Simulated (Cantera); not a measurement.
Input: 1 mol SiHCl₃, 5.2 mol N₂, 0.64 mol H₂, held at 1.33 mbar.

Cantera equilibrium calculation (NASA polynomials, part measured and part estimated; ideal gas, pure solids and liquids). Candidate condensed phases: NH₄Cl, Si, Si₃N₄; 28 gas species. N₂ is the only nitrogen source here; it is nearly inert below about 1500 K, so the nitride shown seldom forms there in practice. The tables' values for SiCl₃, SiCl are old estimates; treat these amounts as uncertain. Kinetics and transport are ignored.

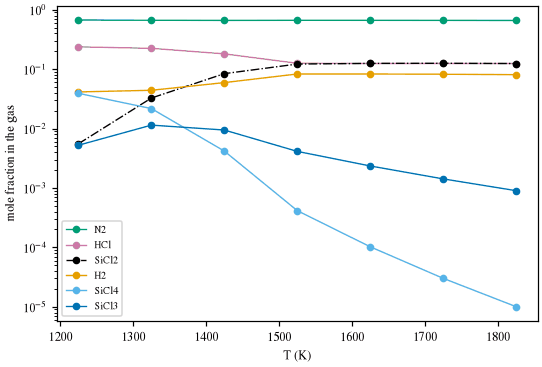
Fig. 1. Equilibrium gas composition (values under 1e-9 drawn at 1e-9)

From 1225 K to 1525 K the condensed part is Si₃N₄(s). From 1625 K to 1825 K nothing is condensed. The main Si-bearing gas is SiCl₄ at 1225 K and SiCl₂ at 1825 K.
